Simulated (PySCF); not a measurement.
C7H10O2, SMILES c1oc(CCOC)cc1 at its GFN2-xTB optimised geometry (Å):

```
19

C     -2.6649    -3.2111     1.4426
O     -3.0795    -1.8705     1.5268
C     -2.0416    -0.9268     1.4454
C     -1.4391    -0.7794     0.0339
C     -0.4516     0.3333     0.0000
C      0.9123     0.3333     0.0000
C      1.3112     1.6933     0.0000
C      0.1613     2.4164     0.0043
O     -0.9099     1.6037     0.0056
H     -2.3128    -3.4719     0.4384
H     -3.5382    -3.8160     1.6797
H     -1.8675    -3.4248     2.1651
H     -1.2400    -1.1752     2.1583
H     -2.4951     0.0227     1.7407
H     -0.9379    -1.7022    -0.2597
H     -2.2533    -0.5774    -0.6651
H      1.5536    -0.5242    -0.0062
H      2.3128     2.0714    -0.0032
H     -0.0245     3.4719     0.0038
```

Method: PySCF 2.14.0 with B3LYP/def2-SVP. Cells within 0.4 Å of a nucleus heavier than hydrogen are left out (blank, or x).

Map of the log10 of the electron density (e/bohr³), floored at −4 on the plane z = 0.0 Å:

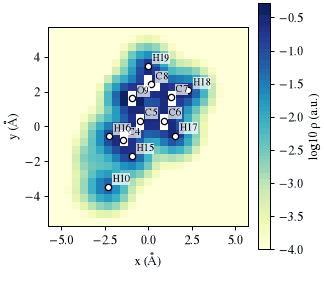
Figure: Log10 of the electron density (e/bohr³), floored at −4 on the plane z = 0.0 Å.
